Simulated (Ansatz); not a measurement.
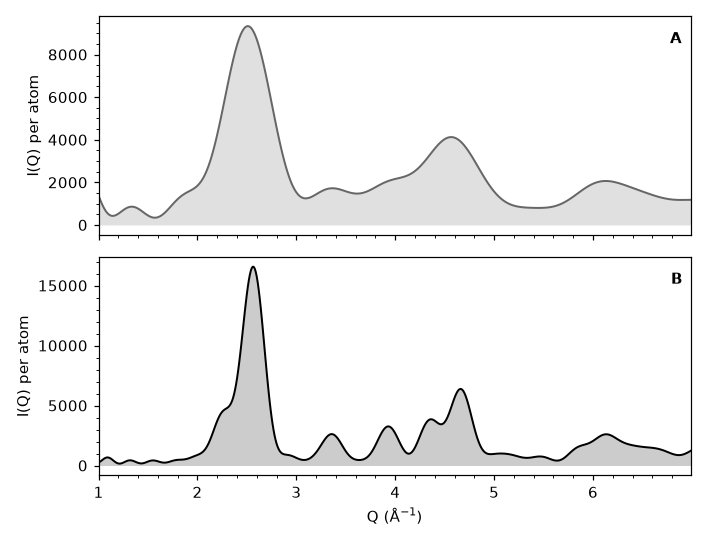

X-ray scattering of spheres cut from the crystal structure of Hf (P6_3/mmc, a = 3.197 Å, b = 3.197 Å, c = 5.063 Å, α = 90.00°, β = 90.00°, γ = 120.00°), calculated atom by atom with the Debye equation (B = 0.5 Å², no relaxation of the surface). Structure used: the end point of a relaxation at fixed volume with Ansatz, DFT PBE, spin-orbit coupling, plane waves, PAW.

The spheres are 14 and 28 Å across. Which curve is which?

Answer. curve A: 14 Å (57 atoms); curve B: 28 Å (527 atoms). Peak widths go roughly as 2π/D, so the largest sphere has the sharpest peaks.

Index the main peaks of the largest sphere.

Answer. Q ≈ 2.56 Å⁻¹: 101; Q ≈ 3.36 Å⁻¹: 102; Q ≈ 3.93 Å⁻¹: 110; Q ≈ 4.66 Å⁻¹: 112 + 201; Q ≈ 6.13 Å⁻¹: 211.
